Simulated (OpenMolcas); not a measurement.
# quartet NH2, step by step

We compute a series of 9 runs (ROHF/3-21G, CASSCF(7,6)/3-21G, CASPT2(7,6)/3-21G, CASPT2[IPEA 0](7,6)/3-21G, SC-NEVPT2(7,6)/3-21G, PC-NEVPT2(7,6)/3-21G, MC-PDFT[tPBE](7,6)/3-21G, MRCI(7,6)/3-21G, and more) of quartet NH2. 

The calculation is run with OpenMolcas 26.06.

### 1 The molecule

NH2 has 3 atoms, charge 0, and is taken as a quartet. SMILES of the parent species: `[NH2]`. The coordinates come from a GFN2-xTB relaxation. That shape belongs to the parent species and isn't relaxed for this state.

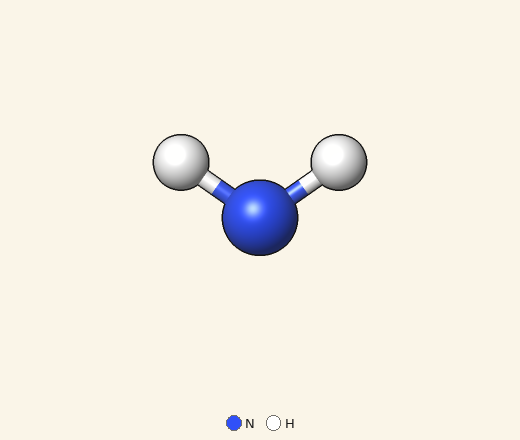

Viewed from a chosen angle; nitrogen blue, hydrogen white.

### 2 The energy at ROHF/3-21G (run 1)

Contents of step1.input:

```
&GATEWAY
 BASLIB=$CurrDir
 COORD
 3
 angstrom
 N        0.307180      -0.182210       0.151440
 H        0.155580       0.820260       0.174790
 H       -0.462760      -0.638040      -0.326220
 BASIS=3-21G
 GROUP=NoSym

&SEWARD

&SCF
 UHF
 SPIN=4
 PRORBITALS=1 1

&RASSCF
 FILEORB=$Project.UnaOrb
 SPIN=4
 NACTEL=3 0 0
 INACTIVE=3
 RAS2=3
 OUTORBITALS=Canonical
 ORBLISTING=Nothing
```

The basis set 3-21G is read from a file made from the Basis Set Exchange's data (not shown).

Command:

```console
$ export MOLCAS_MEM=1860
$ pymolcas step1.input > step1.log
```

Output:

```text
--- Start Module: gateway ---
[...]
--- Stop Module: gateway /rc=_RC_ALL_IS_WELL_ ---
[...]
      Basis functions           13
[...]
--- Start Module: scf ---
[...]
       Convergence after  13 Iterations
[...]
::    Total SCF energy                                -54.9619082628
[...]
      Total spin, S                                     1.5006500463
[...]
--- Stop Module: scf /rc=_RC_ALL_IS_WELL_ ---
--- Start Module: rasscf ---
[...]
      Number of active orbitals                  3
[...]
      Spin quantum number                      1.5
[...]
      Active orbitals                            3
[...]
      Number of CSFs                             1
[...]
      Number of root(s) required                 1
[...]
      Convergence after  6 iterations
[...]
      printout of CI-coefficients larger than  0.05 for root  1
      energy=     -54.959566
      conf/sym  111     Coeff  Weight
             1  uuu   1.00000 1.00000
      Natural orbitals and occupation numbers for root  1
      sym 1:   1.000000   1.000000   1.000000
      ************************************************************************************************************************
      *                                                    Final results                                                     *
[...]
::    RASSCF root number  1 Total energy:    -54.95956612
[...]
      Total electronic charge=    9.000000
      Total            charge=   -0.000000
[...]
      Dipole Moment (debye):
      Origin of the operator (angstrom)=    0.2492   -0.1478    0.1229
                   X=  8.9848E-01               Y= -5.2576E-01               Z=  4.4371E-01           Total=  1.1316E+00
      Quadrupole Moment (debye*angstrom):
[...]
--- Stop Module: rasscf /rc=_RC_ALL_IS_WELL_ ---
[...]
```

Wall time 2.4 s (1 thread of Arm Neoverse V1, shared host); peak memory 0.37 GiB.

### 3 A single-point energy at CASSCF(7,6)/3-21G (run 2)

Contents of step2.input:

```
* H2N CASSCF
&GATEWAY
BasLib=$CurrDir
Coord
3
angstrom
N        0.307180      -0.182210       0.151440
H        0.155580       0.820260       0.174790
H       -0.462760      -0.638040      -0.326220
Basis=3-21G
Group=NoSym
&SEWARD
&RASSCF
FileOrb=$CurrDir/step1.RasOrb
Spin=4
Nactel=7 0 0
Inactive=1
Ras2=6
OrbListing=Nothing
```

The basis set 3-21G is read from a file made from the Basis Set Exchange's data (not shown).

Command:

```console
$ export MOLCAS_MEM=1860
$ pymolcas step2.input > step2.log
```

Output:

```text
--- Start Module: gateway ---
[...]
--- Stop Module: gateway /rc=_RC_ALL_IS_WELL_ ---
--- Start Module: seward ---
[...]
      Basis functions           13
--- Stop Module: seward /rc=_RC_ALL_IS_WELL_ ---
--- Start Module: rasscf ---
[...]
      Number of active orbitals                  6
[...]
      Spin quantum number                      1.5
[...]
      Active orbitals                            6
[...]
      Number of CSFs                            84
[...]
      Number of root(s) required                 1
[...]
      Convergence after  9 iterations
[...]
      printout of CI-coefficients larger than  0.05 for root  1
      energy=     -54.982231
      conf/sym  111111     Coeff  Weight
             1  22uuu0  -0.99121 0.98249
             5  2u2u0u  -0.06492 0.00421
            14  ud2uuu  -0.05422 0.00294
            51  20uuu2  -0.08053 0.00649
      Natural orbitals and occupation numbers for root  1
      sym 1:   1.995241   1.976604   1.006731   1.000000   0.996818   0.024605
      ************************************************************************************************************************
      *                                                    Final results                                                     *
[...]
::    RASSCF root number  1 Total energy:    -54.98223096
[...]
      Total electronic charge=    9.000000
      Total            charge=   -0.000000
[...]
      Dipole Moment (debye):
      Origin of the operator (angstrom)=    0.2492   -0.1478    0.1229
                   X=  9.3433E-01               Y= -5.4257E-01               Z=  4.6187E-01           Total=  1.1750E+00
      Quadrupole Moment (debye*angstrom):
[...]
--- Stop Module: rasscf /rc=_RC_ALL_IS_WELL_ ---
[...]
```

Run time: 1.8 s. Hardware: 1 thread of Arm Neoverse V1, shared host; peak memory 0.37 GiB.

Runs 3 to 7 aren't shown in full; the table further down has their settings and results.

### 4 A single-point energy at MRCI(7,6)/3-21G (run 8)

Contents of step8.inp:

```
&gateway
  baslib=$CurrDir
  coord
  3
  angstrom
  N        0.307180      -0.182210       0.151440
  H        0.155580       0.820260       0.174790
  H       -0.462760      -0.638040      -0.326220
  basis=3-21G
  group=NoSym

&seward

&rasscf
  fileorb=$CurrDir/step2.RasOrb
  spin=4
  nactel=7 0 0
  inactive=1
  ras2=6
  orblisting=Nothing

&motra
  lumorb
  frozen=1

&guga
  electrons=7
  spin=4
  inactive=0
  active=6
  ciall=1

&mrci
  sdci
```

The basis set 3-21G is read from a file made from the Basis Set Exchange's data (not shown).

Command:

```console
$ export MOLCAS_MEM=1860
$ pymolcas step8.inp > step8.log
```

Output:

```text
--- Start Module: gateway ---
[...]
--- Stop Module: gateway /rc=_RC_ALL_IS_WELL_ ---
[...]
      Basis functions           13
[...]
      Number of active orbitals                  6
[...]
      Spin quantum number                      1.5
[...]
      Active orbitals                            6
[...]
      Number of CSFs                            84
[...]
      Number of root(s) required                 1
[...]
      Convergence after  4 iterations
[...]
      printout of CI-coefficients larger than  0.05 for root  1
      energy=     -54.982231
      conf/sym  111111     Coeff  Weight
             1  22uuu0  -0.99121 0.98249
             5  2u2u0u  -0.06493 0.00422
            14  ud2uuu  -0.05422 0.00294
            51  20uuu2  -0.08053 0.00648
      Natural orbitals and occupation numbers for root  1
      sym 1:   1.995241   1.976604   1.006732   1.000000   0.996817   0.024606
      ************************************************************************************************************************
      *                                                    Final results                                                     *
[...]
::    RASSCF root number  1 Total energy:    -54.98223097
[...]
      Dipole Moment (debye):
      Origin of the operator (angstrom)=    0.2492   -0.1478    0.1229
                   X=  9.3499E-01               Y= -5.4087E-01               Z=  4.6242E-01           Total=  1.1750E+00
      Quadrupole Moment (debye*angstrom):
[...]
      *** WARNING: Default frozen orbitals is overwritten by user input.
      *** Default values:   1
[...]
--- Start Module: guga ---
[...]
--- Stop Module: guga /rc=_RC_ALL_IS_WELL_ ---
--- Start Module: mrci ---
[...]
       (But an ACPF correction will be computed)
       USE THE DEFAULT ACPF G-VALUE GFAC=  0.28571428571428570
[...]
                      CI ENERGY:   -55.04181608
[...]
                ACPF CORRECTION:    -0.00090371
[...]
      Total electronic charge=    9.000000
      Total            charge=    0.000000
[...]
     ACPF CORRECTION:     -0.00090371
[...]
  CI State   1     Total energy:    -55.04181608     QDav:     -0.00127291     QACPF:     -0.00090371
[...]
--- Stop Module: mrci /rc=_RC_ALL_IS_WELL_ ---
[...]
```

Run time: 2.1 s. Hardware: 1 thread of Arm Neoverse V1, shared host; peak memory 0.37 GiB.

### 5 The energy at MRACPF(7,6)/3-21G (run 9)

Contents of step9.input:

```
&GATEWAY
 BASLIB
 $CurrDir
 COORD
 3
 angstrom
 N        0.307180      -0.182210       0.151440
 H        0.155580       0.820260       0.174790
 H       -0.462760      -0.638040      -0.326220
 BASIS
 3-21G
 GROUP
 NoSym

&SEWARD

&RASSCF
 FILEORB
 $CurrDir/step2.RasOrb
 SPIN
 4
 NACTEL
 7 0 0
 INACTIVE
 1
 RAS2
 6
 ORBLISTING
 Nothing

&MOTRA
 LUMORB
 FROZEN
 1

&GUGA
 ELECTRONS
 7
 SPIN
 4
 INACTIVE
 0
 ACTIVE
 6
 CIALL
 1

&MRCI
 ACPF
```

The basis set 3-21G is read from a file made from the Basis Set Exchange's data (not shown).

Command:

```console
$ export MOLCAS_MEM=1860
$ pymolcas step9.input > step9.log
```

Output:

```text
--- Start Module: gateway ---
[...]
--- Stop Module: gateway /rc=_RC_ALL_IS_WELL_ ---
[...]
      Basis functions           13
[...]
      Number of active orbitals                  6
[...]
      Spin quantum number                      1.5
[...]
      Active orbitals                            6
[...]
      Number of CSFs                            84
[...]
      Number of root(s) required                 1
[...]
      Convergence after  4 iterations
[...]
      printout of CI-coefficients larger than  0.05 for root  1
      energy=     -54.982231
      conf/sym  111111     Coeff  Weight
             1  22uuu0  -0.99121 0.98249
             5  2u2u0u  -0.06493 0.00422
            14  ud2uuu  -0.05422 0.00294
            51  20uuu2  -0.08053 0.00648
      Natural orbitals and occupation numbers for root  1
      sym 1:   1.995241   1.976604   1.006732   1.000000   0.996817   0.024606
      ************************************************************************************************************************
      *                                                    Final results                                                     *
[...]
::    RASSCF root number  1 Total energy:    -54.98223097
[...]
      Dipole Moment (debye):
      Origin of the operator (angstrom)=    0.2492   -0.1478    0.1229
                   X=  9.3499E-01               Y= -5.4087E-01               Z=  4.6242E-01           Total=  1.1750E+00
      Quadrupole Moment (debye*angstrom):
[...]
      *** WARNING: Default frozen orbitals is overwritten by user input.
      *** Default values:   1
[...]
--- Start Module: guga ---
[...]
--- Stop Module: guga /rc=_RC_ALL_IS_WELL_ ---
--- Start Module: mrci ---
[...]
       USE THE DEFAULT ACPF G-VALUE GFAC=  0.28571428571428570
[...]
    MR ACPF CALCULATION.
[...]
            REFERENCE CI ENERGY:   -54.98223097
[...]
        ACPF CORRELATION ENERGY:    -0.06050572
                    ACPF ENERGY:   -55.04273669
[...]
      Total electronic charge=    9.000000
      Total            charge=    0.000000
[...]
  ACPF State   1     Total energy:    -55.04273669
[...]
--- Stop Module: mrci /rc=_RC_ALL_IS_WELL_ ---
[...]
```

Run time: 2 s. Hardware: 1 thread of Arm Neoverse V1, shared host; peak memory 0.37 GiB.

### 6 All runs side by side

```tsv
run	level	active rule	inactive	energy (Eh)	dipole moment (D) of the reference	wall time
1	ROHF/3-21G	–	–	-54.959566	1.13	2.4 s
2	CASSCF(7,6)/3-21G	full valence	1	-54.982231	1.18	1.8 s
3	CASPT2(7,6)/3-21G	full valence	1	-55.034181	1.17	1.8 s
4	CASPT2[IPEA 0](7,6)/3-21G	full valence	1	-55.036305	1.17	1.8 s
5	SC-NEVPT2(7,6)/3-21G	full valence	1	-55.031665	1.17	1.8 s
6	PC-NEVPT2(7,6)/3-21G	full valence	1	-55.033054	1.17	1.8 s
7	MC-PDFT[tPBE](7,6)/3-21G	full valence	1	-55.165659	1.17	1.9 s
8	MRCI(7,6)/3-21G	full valence	1	-55.041816	1.17	2.1 s
9	MRACPF(7,6)/3-21G	full valence	1	-55.042737	1.17	2 s
```

### 7 Summary of results

| quantity | value |
| --- | --- |
| run 9, MRACPF(7,6)/3-21G: total energy | -55.04274 Eh |
| run 9, MRACPF(7,6)/3-21G: dipole moment (CASSCF density) | 1.17 D |

**Reading.** Below the ROHF energy at the same shape and in the same basis (3-21G): CASSCF(7,6) -22.7 mEh; CASPT2(7,6) -74.6 mEh; CASPT2[IPEA 0](7,6) -76.7 mEh; SC-NEVPT2(7,6) -72.1 mEh; PC-NEVPT2(7,6) -73.5 mEh; MRCI(7,6) -82.2 mEh. Active-space methods hold only the correlation inside their space unless a perturbation or CI step follows. All runs together took 17 s, the longest 2.4 s.
